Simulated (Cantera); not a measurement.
Charge: 1 mol MgCl2, 11 mol H2, 0.17 mol N2, at 1525 K.

Cantera equilibrium calculation (NASA polynomials, part measured and part estimated; ideal gas, pure solids and liquids). Candidate condensed phases: Mg, MgCl2, NH4Cl; 18 gas species. The tables' values for MgH are old estimates; treat these amounts as uncertain. Rates play no part.

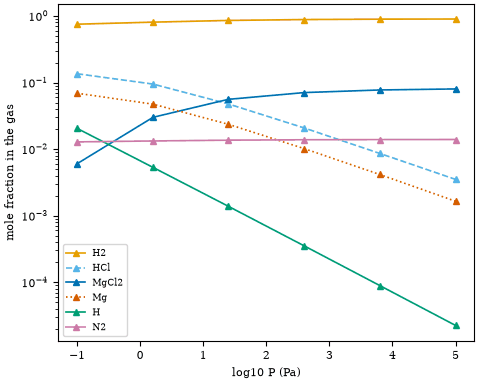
Equilibrium gas composition (values under 1e-9 drawn at 1e-9)

### Question
Read off the mole fractions at 4.00 mbar.

### Answer
H2 about 0.88, MgCl2 about 0.071, HCl about 0.021, N2 about 0.014, Mg about 0.010, H about 0.00035.
